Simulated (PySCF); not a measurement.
# FeBr₃: ligand-field states, spin distribution, part 1 of 2

What do calculations give for the ligand-field states, spin distribution of FeBr₃?

Programs: PySCF 2.14.0, with routines of our own; each step states its level. All values are computed. Atoms count from 0.

## 1. The starting structure

4 atoms, charge 0, states of the metal's open shell are computed; geometry from: model start, shaken.

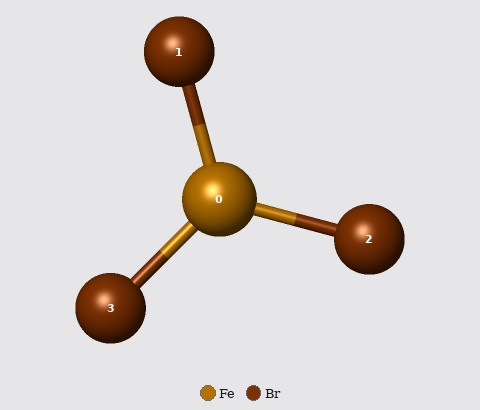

The starting geometry (iron orange, bromine brown); sticks join atoms by distance alone.

## 2. Relaxing the molecule at PBE0-D3(BJ)/def2-TZVP

What the job is given:

```
{"job": {"xc": "PBE0", "basis": "def2-TZVP", "d3": "d3bj", "grid": 1, "maxiter": 45, "kind": "geom"}, "charge": 0, "metal": "Fe", "open_shell": "d5"}
Fe     0.000020     0.004480    -0.004110
Br     2.311640    -0.006820    -0.014870
Br    -1.161600     2.033610    -0.007380
Br    -1.171810    -2.006160     0.005350
```

The run is started by

```bash
$ OMP_NUM_THREADS=1 python lf_run.py task.json out
```

This one command runs all jobs of the session in turn.

What it wrote:

```text
step   0  E = -8985.22069721  max force = 0.011846
step   1  E = -8985.22273826  max force = 0.001426
step   2  E = -8985.22276009  max force = 0.000587
step   3  E = -8985.22275443  max force = 0.000542
step   4  E = -8985.22274608  max force = 0.000400
step   5  E = -8985.22274226  max force = 0.000434
step   6  E = -8985.22274146  max force = 0.000456
step   7  E = -8985.22274164  max force = 0.000465
step   8  E = -8985.22274188  max force = 0.000473
step   9  E = -8985.22274227  max force = 0.000482
step  10  E = -8985.22274250  max force = 0.000494
step  11  E = -8985.22274276  max force = 0.000501
optimisation converged
```

Wall time 4.6 min (1 thread of AMD EPYC 9R14, shared host); peak memory 1 GiB.

Along the way:

```
step  energy from step 0 (eV)  largest force component (eV/Å)
   0                   0.0000                          0.6091
   1                  -0.0555                          0.0733
   2                  -0.0561                          0.0302
   3                  -0.0560                          0.0279
   4                  -0.0558                          0.0206
   5                  -0.0556                          0.0223
   6                  -0.0556                          0.0234
   7                  -0.0556                          0.0239
   8                  -0.0556                          0.0243
   9                  -0.0556                          0.0248
  10                  -0.0557                          0.0254
  11                  -0.0557                          0.0258
```

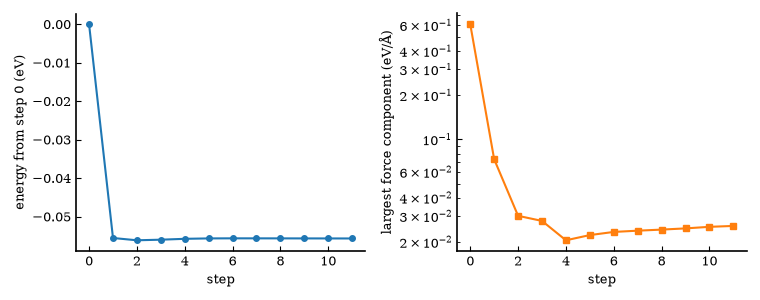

Energy and force, step by step.

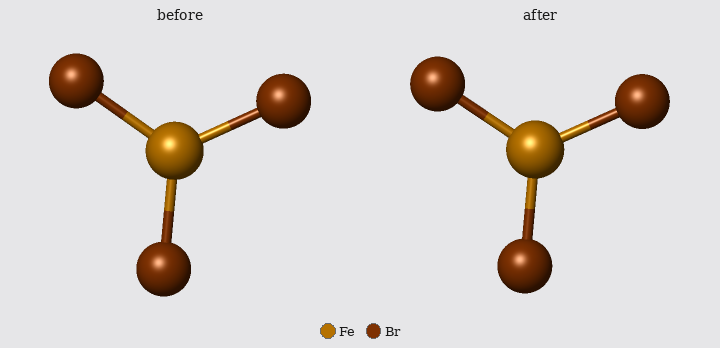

The geometry before (left) and after (right).

Close pairs (by a distance rule), those that changed most:

```
   bond  before (Å)  after (Å)  change (Å)
Fe0–Br2       2.338      2.277      -0.061
Fe0–Br3       2.327      2.278      -0.049
Fe0–Br1       2.312      2.275      -0.037
```

Where it ended (Å):

```xyz
4
charge 0, multiplicity 6
Fe   -0.0213    0.0038   -0.0082
Br    2.2536   -0.0153   -0.0269
Br   -1.1007    2.0091   -0.0221
Br   -1.1534   -1.9724    0.0362
```

```
                         at the end point                value
rotational constants (GHz, main isotopes)  0.841, 0.807, 0.412
                        dipole moment (D)                 0.02
                                     ⟨S²⟩                8.768
```

## 3. Ligand-field states: state-averaged CASSCF

What the job is given:

```
{"job": {"kind": "lf", "basis": {"metal": "x2c-TZVPall", "ligand": "x2c-SVPall"}, "nevpt": true}, "charge": 0, "metal": "Fe", "open_shell": "d5"}
Fe     0.000000     0.000000     0.000000
Br     2.275046     0.000000    -0.000000
Br    -1.105938     1.991142    -0.000000
Br    -1.105938    -1.991142    -0.000000
```

Method: state-averaged CASSCF of the metal d shell, SC-NEVPT2 on the averaged canonical orbitals, state-interaction spin-orbit coupling.

What it wrote:

```text
basis functions 144, electrons 131, active (5e, 5o)
stage 1: DIIS on the effective Fock matrix, level shift 0.30
cycle   1  E = -9075.6170679686  dE = -9.076e+03  max|g| = 3.322e+00
cycle   2  E = -9080.2445475868  dE = -4.627e+00  max|g| = 1.838e+00
cycle   3  E = -9082.3764708642  dE = -2.132e+00  max|g| = 1.686e+00
cycle   4  E = -9082.1625724640  dE =  2.139e-01  max|g| = 7.824e-01
cycle   5  E = -9082.7986377387  dE = -6.361e-01  max|g| = 1.932e-01
cycle   6  E = -9081.3901832776  dE =  1.408e+00  max|g| = 1.069e+00
cycle   7  E = -9082.1077789163  dE = -7.176e-01  max|g| = 8.817e-01
cycle   8  E = -9081.3793339145  dE =  7.284e-01  max|g| = 1.047e+00
cycle   9  E = -9081.4242874526  dE = -4.495e-02  max|g| = 1.063e+00
cycle  10  E = -9081.6965996149  dE = -2.723e-01  max|g| = 1.175e+00
cycle  11  E = -9081.8802211719  dE = -1.836e-01  max|g| = 1.142e+00
cycle  12  E = -9081.9625034676  dE = -8.228e-02  max|g| = 1.108e+00
cycle  13  E = -9082.0242124871  dE = -6.171e-02  max|g| = 1.080e+00
cycle  14  E = -9082.1230718794  dE = -9.886e-02  max|g| = 1.026e+00
cycle  15  E = -9082.2715499018  dE = -1.485e-01  max|g| = 9.410e-01
stage 2: quasi-Newton rotations from the point of smallest gradient
cycle  17  E = -9082.9632844191  dE = -1.646e-01  max|g| = 2.878e-01
cycle  18  E = -9083.1507764653  dE = -1.875e-01  max|g| = 1.346e-01
cycle  20  E = -9083.1519692320  dE = -1.193e-03  max|g| = 3.349e-01
cycle  21  E = -9083.2355930371  dE = -8.362e-02  max|g| = 4.619e-02
cycle  22  E = -9083.2407534282  dE = -5.160e-03  max|g| = 2.169e-02
cycle  23  E = -9083.2412880140  dE = -5.346e-04  max|g| = 8.781e-03
cycle  24  E = -9083.2413675652  dE = -7.955e-05  max|g| = 2.501e-03
cycle  25  E = -9083.2413734567  dE = -5.892e-06  max|g| = 3.687e-04
cycle  26  E = -9083.2413739708  dE = -5.140e-07  max|g| = 1.713e-04
cycle  27  E = -9083.2413740319  dE = -6.113e-08  max|g| = 7.942e-05
cycle  28  E = -9083.2413740408  dE = -8.877e-09  max|g| = 3.035e-05
cycle  29  E = -9083.2413740417  dE = -9.095e-10  max|g| = 1.163e-05
cycle  30  E = -9083.2413740418  dE = -1.073e-10  max|g| = 3.733e-06
converged average energy = -9083.2413740418

 mult deg   label        CASSCF/cm-1   NEVPT2/cm-1
   6   1   6A1                 0.0           0.0
   4   1   4A1             27269.3       19408.5
   4   1   4B2             27532.1       20080.0
   4   1   4B1             26523.0       20252.3
   4   1   4A2             26901.4       20563.6
   4   1   4A2             28068.3       21416.0
   4   1   4B1             28112.6       21449.2
   4   1   4B2             28901.3       25830.5
   4   1   4A1             28924.6       25882.9
   4   1   4A2             31452.4       26337.2
   4   1   4B1             31481.6       26416.8
   4   1   4A1             30502.6       28117.2
   4   1   4B2             33749.7       28978.2
   4   1   4A1             35316.0       29712.3
   4   1   4B2             35414.6       29742.4
   4   1   4A1             36800.3       31946.7
   2   1   2A1             40767.5       34609.8
   2   1   2A2             44614.2       34697.2
   2   1   2B1             44746.2       34862.7
   2   1   2B1             45676.2       35195.5
   2   1   2A2             45718.8       35219.0
   2   1   2B1             40806.0       35264.8
   2   1   2A2             40810.5       35411.3
   2   1   2B1             41014.3       35752.8
   2   1   2A2             40966.8       35819.9
   2   1   2B2             40753.4       35852.8
   2   1   2A1             45690.0       35859.7
   2   1   2B2             41475.3       35946.2
   2   1   2A1             41489.6       35980.5
   2   1   2A1             40959.9       36254.9
   2   1   2B2             46430.5       36595.4
   2   1   2B2             45528.4       36870.3
   2   1   2B2             46489.6       37080.4
   2   1   2A1             47106.2       37655.7
   2   1   2A1             46509.1       38314.5
   4   1   4B1             41188.6       38350.9
   4   1   4A2             41283.7       38467.5
   2   1   2B1             42619.7       38919.8
   2   1   2B1             47771.2       38930.9
   2   1   2A2             42626.8       38942.5
   2   1   2A2             47761.1       38958.3
   2   1   2B2             47974.2       39553.2
   2   1   2A1             47996.5       39585.3
   2   1   2B2             43128.3       40199.1
   2   1   2A1             43130.3       40201.3
   2   1   2A2             48710.4       40764.5
   2   1   2B1             48796.2       40780.0
   2   1   2A1             50301.8       41004.3
   2   1   2A2             49654.9       43188.8
   2   1   2B1             49665.0       43258.9
   4   1   4B2             51262.8       44193.0
   2   1   2B2             50583.8       44593.7
   2   1   2A1             51532.2       46084.3
   2   1   2B1             53538.9       46533.8
   2   1   2B2             51833.8       46592.2
   2   1   2A2             53475.3       46612.0
   4   1   4B1             53475.3       48907.6
   4   1   4A2             53710.8       49081.4
   2   1   2A2             53942.3       49173.0
   2   1   2B1             53902.9       49279.0

spin-orbit levels / cm-1
      0.00  x2  6A1 1.00
      6.06  x2  6A1 1.00
      9.09  x2  6A1 1.00
  19369.84  x2  4A1 0.95
  19378.83  x2  4A1 0.97
  20022.13  x2  4B2 0.83 4B1 0.15
  20071.76  x2  4B2 0.90 4B1 0.05
  20267.86  x2  4B1 0.95 4B2 0.03
  20315.10  x2  4B1 0.82 4B2 0.15
  20569.66  x2  4A2 0.98
  20587.03  x2  4A2 0.96
  21166.66  x2  4A2 0.53 4B1 0.47
  21368.84  x2  4A2 0.58 4B1 0.40
  21546.89  x2  4B1 0.58 4A2 0.40
  21699.23  x2  4B1 0.53 4A2 0.46
  25817.11  x2  4B2 0.94 4A1 0.06
  25837.74  x2  4B2 0.99
  25876.46  x2  4A1 0.94 4B2 0.06
  25891.26  x2  4A1 0.99
  26205.03  x2  4A2 0.62 4B1 0.38
  26292.43  x2  4A2 0.79 4B1 0.20
  26426.71  x2  4B1 0.79 4A2 0.20
  26539.76  x2  4B1 0.61 4A2 0.38
  28107.31  x2  4A1 1.00
  28124.23  x2  4A1 1.00
  28956.62  x2  4B2 0.99
  28984.76  x2  4B2 0.99
  29715.28  x2  4A1 0.77 4B2 0.23
  29740.35  x2  4A1 0.93 4B2 0.06
  29772.53  x2  4B2 0.77 4A1 0.22
```

Wall time 15 s (1 thread of AMD EPYC 9R14, shared host); peak memory 0.52 GiB.

In short:

```
             quantity     value
spin-orbit constant ζ  338 cm⁻¹
```

Powder susceptibility:

```
T (K)  χT (cm³ K/mol)  μ(eff)
    2           3.686    5.43
    5           4.132    5.75
   10           4.311    5.87
   20           4.366    5.91
   30           4.377    5.92
   50           4.382    5.92
   75           4.384    5.92
  100           4.385    5.92
  150           4.385    5.92
  200           4.385    5.92
  250           4.385    5.92
  300           4.385    5.92
```

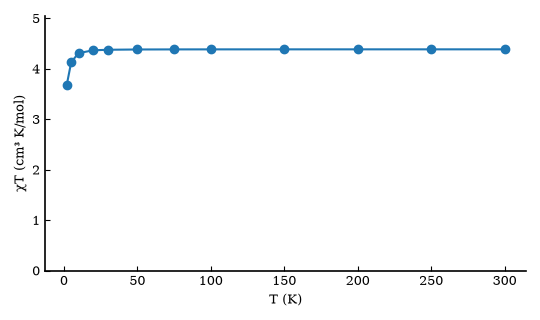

χT against temperature.

The fields below are evaluated on a grid from the run's orbitals.

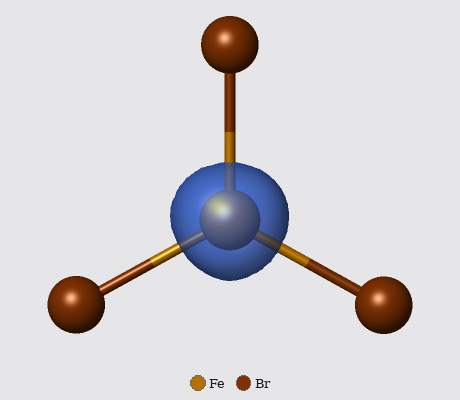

Spin density at ±0.4 e/Å³ (alpha excess blue, beta excess red).

In these pictures sticks join atoms by distance alone, so bonds to metals can be missing or extra.

## 4. Spin distribution: unrestricted DFT, spin states

What the job is given:

```
{"job": {"kind": "spin", "xc": "BP86"}, "charge": 0, "metal": "Fe", "open_shell": "d5"}
Fe     0.000000     0.000000     0.000000
Br     2.275046     0.000000    -0.000000
Br    -1.105938     1.991142    -0.000000
Br    -1.105938    -1.991142    -0.000000
```

Level: unrestricted DFT energies of the spin multiplicities at one geometry, beside CASSCF and NEVPT2 of the metal shell.

What it wrote:

```text
multiplicity 6
final grid: 52480 points
cycle   1  E = -9087.1136586029  dE =  4.264e+00  |g| = 3.842e+00  |ddm| = 1.949e+00
cycle   2  E = -9049.6955133656  dE =  3.742e+01  |g| = 1.017e+01  |ddm| = 1.391e+01
cycle   3  E = -9078.6058662068  dE = -2.891e+01  |g| = 4.462e+00  |ddm| = 1.187e+01
cycle   4  E = -9083.2794348291  dE = -4.674e+00  |g| = 5.298e+00  |ddm| = 6.443e+00
cycle   5  E = -9083.1002916036  dE =  1.791e-01  |g| = 5.402e+00  |ddm| = 5.483e-01
cycle   6  E = -9083.1583020533  dE = -5.801e-02  |g| = 5.405e+00  |ddm| = 8.496e-01
cycle   7  E = -9083.2973503678  dE = -1.390e-01  |g| = 5.367e+00  |ddm| = 6.261e-01
cycle   8  E = -9083.6154274708  dE = -3.181e-01  |g| = 5.289e+00  |ddm| = 4.348e-01
cycle   9  E = -9083.6578788083  dE = -4.245e-02  |g| = 5.272e+00  |ddm| = 2.919e-01
cycle  10  E = -9084.1547585638  dE = -4.969e-01  |g| = 4.990e+00  |ddm| = 1.217e+00
cycle  11  E = -9085.1003119614  dE = -9.456e-01  |g| = 4.846e+00  |ddm| = 9.829e-01
cycle  12  E = -9072.3103818825  dE =  1.279e+01  |g| = 5.489e+00  |ddm| = 1.048e+01
cycle  13  E = -9080.8845243975  dE = -8.574e+00  |g| = 5.602e+00  |ddm| = 1.078e+01
cycle  14  E = -9081.2983416217  dE = -4.138e-01  |g| = 5.452e+00  |ddm| = 1.662e+00
cycle  15  E = -9082.4556437591  dE = -1.157e+00  |g| = 5.140e+00  |ddm| = 1.727e+00
cycle  16  E = -9083.3921828960  dE = -9.365e-01  |g| = 5.059e+00  |ddm| = 1.867e+00
cycle  17  E = -9084.5649650877  dE = -1.173e+00  |g| = 4.808e+00  |ddm| = 8.091e-01
cycle  18  E = -9083.2294022781  dE =  1.336e+00  |g| = 4.961e+00  |ddm| = 1.200e+00
cycle  19  E = -9084.0215875466  dE = -7.922e-01  |g| = 4.866e+00  |ddm| = 1.550e+00
cycle  20  E = -9083.3533446246  dE =  6.682e-01  |g| = 5.044e+00  |ddm| = 5.436e-01
cycle  21  E = -9070.2127938778  dE =  1.314e+01  |g| = 6.610e+00  |ddm| = 1.147e+01
cycle  22  E = -9085.5015474240  dE = -1.529e+01  |g| = 3.807e+00  |ddm| = 1.141e+01
cycle  23  E = -9090.0417047648  dE = -4.540e+00  |g| = 1.443e+00  |ddm| = 3.025e+00
cycle  24  E = -9088.7711630416  dE =  1.271e+00  |g| = 1.844e+00  |ddm| = 4.096e+00
cycle  25  E = -9090.7645628708  dE = -1.993e+00  |g| = 1.355e+00  |ddm| = 3.360e+00
cycle  26  E = -9091.3822820676  dE = -6.177e-01  |g| = 5.421e-01  |ddm| = 8.016e-01
cycle  27  E = -9091.4522709046  dE = -6.999e-02  |g| = 2.540e-01  |ddm| = 4.629e-01
cycle  28  E = -9091.4855601911  dE = -3.329e-02  |g| = 9.929e-02  |ddm| = 3.897e-01
cycle  29  E = -9091.4881235277  dE = -2.563e-03  |g| = 6.759e-02  |ddm| = 1.377e-01
cycle  30  E = -9091.4897814869  dE = -1.658e-03  |g| = 3.151e-02  |ddm| = 5.009e-02
cycle  31  E = -9091.4900079977  dE = -2.265e-04  |g| = 1.946e-02  |ddm| = 3.164e-02
cycle  32  E = -9091.4901473773  dE = -1.394e-04  |g| = 2.932e-03  |ddm| = 1.183e-02
cycle  33  E = -9091.4901505527  dE = -3.175e-06  |g| = 1.627e-03  |ddm| = 3.067e-03
cycle  34  E = -9091.4901514354  dE = -8.827e-07  |g| = 5.464e-04  |ddm| = 9.435e-04
converged SCF energy = -9091.4901514354
multiplicity 4
final grid: 52480 points
cycle   1  E = -9088.4747542731  dE =  2.834e+00  |g| = 3.250e+00  |ddm| = 1.714e+00
cycle   2  E = -9068.9786593619  dE =  1.950e+01  |g| = 6.889e+00  |ddm| = 1.091e+01
cycle   3  E = -9090.7388156500  dE = -2.176e+01  |g| = 1.470e+00  |ddm| = 1.060e+01
cycle   4  E = -9091.3748701076  dE = -6.361e-01  |g| = 5.745e-01  |ddm| = 1.070e+00
cycle   5  E = -9091.0040760301  dE =  3.708e-01  |g| = 1.148e+00  |ddm| = 8.822e-01
cycle   6  E = -9091.3756337126  dE = -3.716e-01  |g| = 5.385e-01  |ddm| = 5.569e-01
cycle   7  E = -9091.4453657238  dE = -6.973e-02  |g| = 2.543e-01  |ddm| = 1.838e-01
cycle   8  E = -9091.4598661565  dE = -1.450e-02  |g| = 1.311e-01  |ddm| = 2.560e-01
cycle   9  E = -9091.4672361344  dE = -7.370e-03  |g| = 2.945e-02  |ddm| = 1.811e-01
cycle  10  E = -9091.4676516073  dE = -4.155e-04  |g| = 1.789e-02  |ddm| = 7.229e-02
cycle  11  E = -9091.4679326949  dE = -2.811e-04  |g| = 1.081e-02  |ddm| = 5.467e-02
cycle  12  E = -9091.4676544600  dE =  2.782e-04  |g| = 9.190e-03  |ddm| = 7.157e-02
cycle  13  E = -9091.4674117928  dE =  2.427e-04  |g| = 8.844e-03  |ddm| = 1.579e-01
cycle  14  E = -9091.4674458938  dE = -3.410e-05  |g| = 8.557e-03  |ddm| = 3.181e-02
cycle  15  E = -9091.4674315721  dE =  1.432e-05  |g| = 3.266e-03  |ddm| = 3.587e-02
cycle  16  E = -9091.4674121775  dE =  1.939e-05  |g| = 9.001e-03  |ddm| = 4.635e-02
cycle  17  E = -9091.4674247275  dE = -1.255e-05  |g| = 6.108e-03  |ddm| = 9.253e-03
cycle  18  E = -9091.4674306000  dE = -5.873e-06  |g| = 3.897e-03  |ddm| = 5.173e-03
cycle  19  E = -9091.4674310550  dE = -4.550e-07  |g| = 1.565e-03  |ddm| = 1.469e-02
cycle  20  E = -9091.4674320309  dE = -9.758e-07  |g| = 4.499e-04  |ddm| = 1.850e-03
converged SCF energy = -9091.4674320309
```

Run time: 60 s. Hardware: 1 thread of AMD EPYC 9R14, shared host; peak memory 0.44 GiB.

## 5. Spin distribution: unrestricted DFT, spin states

What the job is given:

```
{"job": {"kind": "spin", "xc": "TPSSh"}, "charge": 0, "metal": "Fe", "open_shell": "d5"}
Fe     0.000000     0.000000     0.000000
Br     2.275046     0.000000    -0.000000
Br    -1.105938     1.991142    -0.000000
Br    -1.105938    -1.991142    -0.000000
```

Level: unrestricted DFT energies of the spin multiplicities at one geometry, beside CASSCF and NEVPT2 of the metal shell.

What it wrote:

```text
multiplicity 6
final grid: 52480 points
cycle   1  E = -9087.6555509478  dE =  2.309e+00  |g| = 2.923e+00  |ddm| = 1.582e+00
cycle   2  E = -9070.8572412544  dE =  1.680e+01  |g| = 5.930e+00  |ddm| = 8.887e+00
cycle   3  E = -9088.8563400663  dE = -1.800e+01  |g| = 1.975e+00  |ddm| = 8.764e+00
cycle   4  E = -9089.6612586297  dE = -8.049e-01  |g| = 1.090e+00  |ddm| = 1.608e+00
cycle   5  E = -9089.9907752394  dE = -3.295e-01  |g| = 3.769e-01  |ddm| = 6.383e-01
cycle   6  E = -9090.0371810394  dE = -4.641e-02  |g| = 7.302e-02  |ddm| = 2.483e-01
cycle   7  E = -9090.0371815273  dE = -4.879e-07  |g| = 6.519e-02  |ddm| = 1.600e-01
cycle   8  E = -9090.0393197815  dE = -2.138e-03  |g| = 2.347e-02  |ddm| = 9.113e-02
cycle   9  E = -9090.0394507125  dE = -1.309e-04  |g| = 1.227e-02  |ddm| = 1.410e-02
cycle  10  E = -9090.0395071367  dE = -5.642e-05  |g| = 3.593e-03  |ddm| = 1.100e-02
cycle  11  E = -9090.0395134490  dE = -6.312e-06  |g| = 6.595e-04  |ddm| = 3.908e-03
cycle  12  E = -9090.0395137951  dE = -3.461e-07  |g| = 1.714e-04  |ddm| = 1.228e-03
converged SCF energy = -9090.0395137951
multiplicity 4
final grid: 52480 points
cycle   1  E = -9089.0893657896  dE =  7.998e-01  |g| = 1.812e+00  |ddm| = 1.160e+00
cycle   2  E = -9074.7631791575  dE =  1.433e+01  |g| = 4.729e+00  |ddm| = 9.089e+00
cycle   3  E = -9087.7142531234  dE = -1.295e+01  |g| = 2.952e+00  |ddm| = 9.128e+00
cycle   4  E = -9087.0952863375  dE =  6.190e-01  |g| = 2.852e+00  |ddm| = 1.641e+00
cycle   5  E = -9089.7188136344  dE = -2.624e+00  |g| = 1.017e+00  |ddm| = 1.864e+00
cycle   6  E = -9089.5063290448  dE =  2.125e-01  |g| = 1.026e+00  |ddm| = 1.393e+00
cycle   7  E = -9089.9504507603  dE = -4.441e-01  |g| = 3.523e-01  |ddm| = 1.346e+00
cycle   8  E = -9090.0055697693  dE = -5.512e-02  |g| = 1.115e-01  |ddm| = 4.570e-01
cycle   9  E = -9090.0092493143  dE = -3.680e-03  |g| = 6.574e-02  |ddm| = 1.027e-01
cycle  10  E = -9090.0108373691  dE = -1.588e-03  |g| = 2.140e-02  |ddm| = 4.778e-02
cycle  11  E = -9090.0109817504  dE = -1.444e-04  |g| = 7.247e-03  |ddm| = 1.784e-02
cycle  12  E = -9090.0110077113  dE = -2.596e-05  |g| = 4.838e-03  |ddm| = 1.188e-02
cycle  13  E = -9090.0110186178  dE = -1.091e-05  |g| = 5.296e-04  |ddm| = 3.872e-03
cycle  14  E = -9090.0110201369  dE = -1.519e-06  |g| = 6.879e-04  |ddm| = 2.982e-03
cycle  15  E = -9090.0110208338  dE = -6.969e-07  |g| = 3.260e-04  |ddm| = 2.401e-03
converged SCF energy = -9090.0110208338
```

It took 24 s on 1 thread of AMD EPYC 9R14, shared host; peak memory 0.64 GiB.

(Continued in part 2 of 2.)
